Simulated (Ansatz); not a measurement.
## What x(Ga) = 0.667, 12 atoms, Cm does to AlN

The reference is AlN in the wurtzite structure (space group P6_3mc, No. 186; a = 3.114 Å, c = 4.984 Å).

The other end (x = 1) is GaN in the wurtzite structure (space group P6_3mc, No. 186): 11.37 Å³/atom, gap 1.88 eV.

Now apply this change: a fraction x = 0.667 of the Al sites is given to Ga, ordered in a cell of 12 atoms (starting symmetry Cm) and fully relaxed.

The values are results of PBEsol (Ansatz, a first-principles code, PAW, scalar-relativistic without spin-orbit coupling), not measurements. k-mesh 11×11×5 (Γ-centred); smearing 0.05 eV (Fermi–Dirac), for the changed cell.

Volume per atom: 11.07 Å³ (base 10.46 Å³)
Density: 5.21 g/cm³ (base 3.25 g/cm³)
Band gap: 2.58 eV (base 4.09 eV)
Gap character (in this cell's own zone, which can be folded): direct at Γ (base direct at Γ)
Valence-band top at Γ (three highest levels, from the VBM): 0.00, -0.01, -0.06 eV (base 0.00, -0.22, -0.22 eV)
Mixing energy: +4 meV/atom
Deviation of the volume from the linear (Vegard-type) interpolation: 0.0 %
Bowing parameter b of this ordering, from Eg = [1−x] Eg[0] + x Eg[1] − b x [1−x]: 0.2 eV
Mean first-shell distances: Al–N 1.897 Å (end compound 1.892 Å), Ga–N 1.947 Å (end compound 1.946 Å)

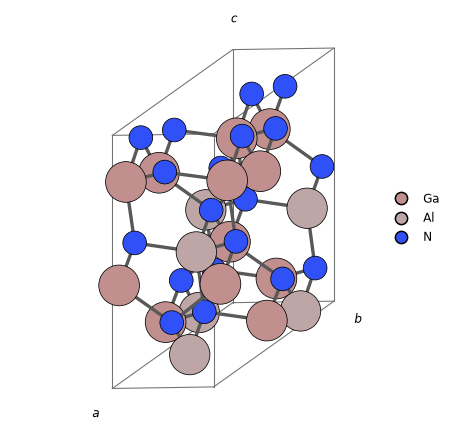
Figure. The relaxed conventional cell after the change

Cost of the whole job for the changed cell (relaxation, final SCF and bands): around 10 core-minutes (rough).

Each cell is one ordered arrangement of few atoms, which overstates ordering effects compared with a random alloy. No phonon test of stability was made. Labels are those of the standard path for the cell's own space group.
